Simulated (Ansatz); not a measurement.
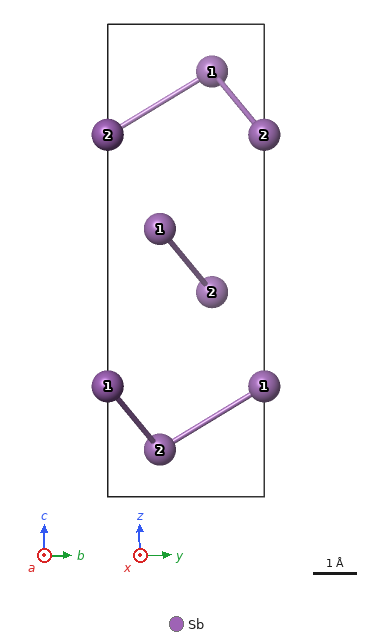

Solid Sb (R-3m): the ratio of the cell's length along z to its lengths across, counted as 1 for the reference, is changed at fixed volume (a c/a path), with the atoms kept at their fractional coordinates. x, y and z are the Cartesian axes of the input. The picture shows the reference cell. Style: ball-and-stick. Shown: the conventional cell (3 times the calculation's cell), repeated 1 × 1 × 1 with one cell outlined, along the a axis. Lengths and directions refer to the drawn axes.

The calculation used Ansatz, DFT PBEsol, scalar-relativistic, plane waves, PAW. Settings: plane-wave cutoff 420 eV; k-point mesh 15 × 15 × 15; occupations gaussian; smearing width 0.15 eV; no spin polarisation. Energies (free energies at the smearing named) are counted from the cell as listed in its source, which wasn't relaxed.

```
Sb
1.0
     2.15060    1.24165    3.74400
    -2.15060    1.24165    3.74400
     0.00000   -2.48330    3.74400
Sb
2
Direct
  0.23364 0.23364 0.23364
  0.76636 0.76636 0.76636
```

### Give the energy at each point (the relative ratio: 0.85, 0.92, 1.00, 1.10, 1.20).

```tsv
axial ratio over its reference value	E − E(ref) (meV/atom)
0.85	51.8
0.92	12.6
1.00	0.0
1.10	21.3
1.20	57.6
```

Of the computed points the lowest is at the relative ratio 1.00, 0.0 meV/atom. The distortion keeps the space group R-3m. At the relative ratio 1.20 the cell of the drawing goes a 4.301 → 4.048 Å, b 4.301 → 4.048 Å, c 11.232 → 12.684 Å.

As a plot:

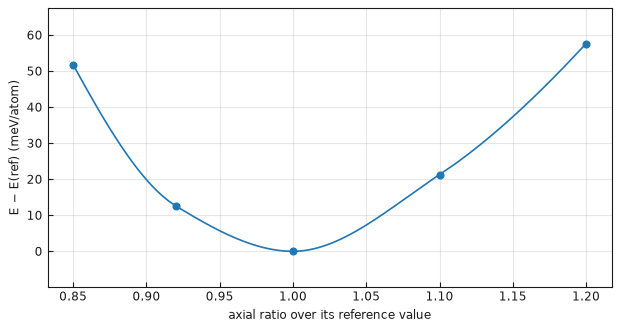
